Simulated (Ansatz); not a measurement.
**BH2SF (SMILES FBS): BLYP/STO-3G**

What is the vertical singlet–triplet gap of BH2SF at BLYP/STO-3G? 

The results are computed with Ansatz 0.2.0.

65 further runs of the same task are left out: 65 set aside as unsound or not needed.

### 1 The system as given

BH2SF has 5 atoms, charge 0, and is taken as a singlet. As SMILES, `FBS`. Geometry: relaxed at PBE0-D4/def2-TZVP. This is one conformer, not always the lowest.

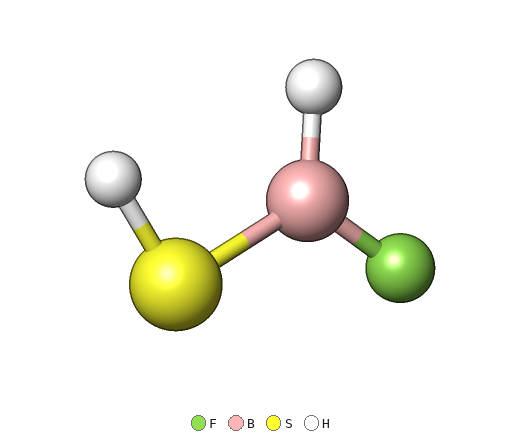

The structure, seen from a chosen angle (fluorine green, boron pink, sulfur yellow, hydrogen white).

### 2 The energy at BLYP/STO-3G

Input file job.yaml:

```yaml
crystal:
  periodic: [false, false, false]
  atoms:
    - symbol: F
      position_ang: [-1.119100, -0.905900, -1.069200]
    - symbol: B
      position_ang: [-0.412800, -0.339100, -0.106100]
    - symbol: S
      position_ang: [0.972400, 0.698600, -0.579400]
    - symbol: H
      position_ang: [-0.712000, -0.530900, 1.033700]
    - symbol: H
      position_ang: [1.321400, 1.003700, 0.679600]
basis:
  gaussian:
    orbitals: STO-3G
hamiltonian:
  xc: {name: BLYP}
accuracy: high
```

Run with:

```bash
$ ansatz run job.yaml --threads 1 --pin off --max-ram 2610MiB --events-out events.jsonl --progress --plain --runs-dir runs
```

Standard output:

```text
Warning: RAYON_NUM_THREADS=1 ignored (pool sized by the plan → 1); use --threads N
Functional definition: BLYP
  name "BLYP"
  parameter beta = 0.0042
  parameter a = 0.04918
  parameter b = 0.132
  parameter c = 0.2533
  parameter d = 0.349
  exchange = b88_x(beta = beta)
  correlation = lyp_c(a = a, b = b, c = c, d = d)
371 factors; integrals over basis functions are off by at most 2.9e-8 eV
mean field evaluation 1: about -14092.7886 eV, gradient 7.0e0 eV
mean field evaluation 2: about -14092.8720 eV, gradient 5.1e0 eV
mean field evaluation 4: about -14092.9643 eV, gradient 3.8e-1 eV
mean field evaluation 8: about -14092.9100 eV, gradient 1.1e-2 eV
mean field evaluation 16: about -14092.9100 eV, gradient 3.8e-8 eV
mean field -14092.90999254 eV, -517.9048897084 hartree, gradient 3.8e-8 eV, S^2 0.000000; 0 other end points of the search recorded, 0 dependent functions left out
reference -14092.91002541 eV, -517.9048909164 hartree; 16, 16 occupied and 5, 5 virtual orbitals, 371 factors
Total energy: -14092.91002541 eV, -517.9048909164 hartree
```

Run time: 1.2 s. Hardware: 1 thread of Arm Neoverse V1, shared host; peak memory 0.096 GiB.

### 3 The triplet, same level

Input file molecule.yaml:

```yaml
crystal:
  periodic: [false, false, false]
  atoms:
    - {symbol: F, position_ang: [-1.119100, -0.905900, -1.069200]}
    - {symbol: B, position_ang: [-0.412800, -0.339100, -0.106100]}
    - {symbol: S, position_ang: [0.972400, 0.698600, -0.579400]}
    - {symbol: H, position_ang: [-0.712000, -0.530900, 1.033700]}
    - {symbol: H, position_ang: [1.321400, 1.003700, 0.679600]}
basis:
  gaussian:
    orbitals: STO-3G
magnetization:
  spin_polarized: true
  initial_magnetization: 2
hamiltonian:
  xc: {name: BLYP}
accuracy: high
```

Run with:

```bash
$ ansatz run molecule.yaml --threads 1 --pin off --max-ram 2610MiB --events-out events.jsonl --progress --plain --runs-dir runs
```

Standard output:

```text
Warning: RAYON_NUM_THREADS=1 ignored (pool sized by the plan → 1); use --threads N
Functional definition: BLYP
  name "BLYP"
  parameter beta = 0.0042
  parameter a = 0.04918
  parameter b = 0.132
  parameter c = 0.2533
  parameter d = 0.349
  exchange = b88_x(beta = beta)
  correlation = lyp_c(a = a, b = b, c = c, d = d)
371 factors; integrals over basis functions are off by at most 2.9e-8 eV
mean field evaluation 1: about -14085.0964 eV, gradient 1.3e1 eV
mean field evaluation 2: about -14066.6189 eV, gradient 3.2e1 eV
mean field evaluation 4: about -14084.4355 eV, gradient 1.6e1 eV
mean field evaluation 8: about -14085.7749 eV, gradient 8.3e0 eV
mean field evaluation 16: about -14086.8335 eV, gradient 3.9e-3 eV
mean field evaluation 32: about -14086.8328 eV, gradient 9.0e-2 eV
mean field -14086.83347631 eV, -517.6815818556 hartree, gradient 2.2e-8 eV, S^2 2.001200; 4 other end points of the search recorded, 0 dependent functions left out
reference -14086.83350932 eV, -517.6815830688 hartree; 17, 15 occupied and 4, 6 virtual orbitals, 371 factors
Total energy: -14086.83350932 eV, -517.6815830688 hartree
```

Wall time 4.2 s (1 thread of Arm Neoverse V1, shared host); peak memory 0.13 GiB.

### 4 What came out

At BLYP/STO-3G:

| quantity | value |
| --- | --- |
| singlet: total energy | -517.90489 Eh |
| triplet: total energy | -517.68158 Eh |
| triplet: ⟨S²⟩ | 2.001 |
| vertical energy of the triplet above the singlet | 6.077 eV |

**Reading.** At this shape the triplet lies 6.08 eV (140 kcal/mol) above the singlet. In a minimal basis such a difference can be off by several eV, whatever the method.
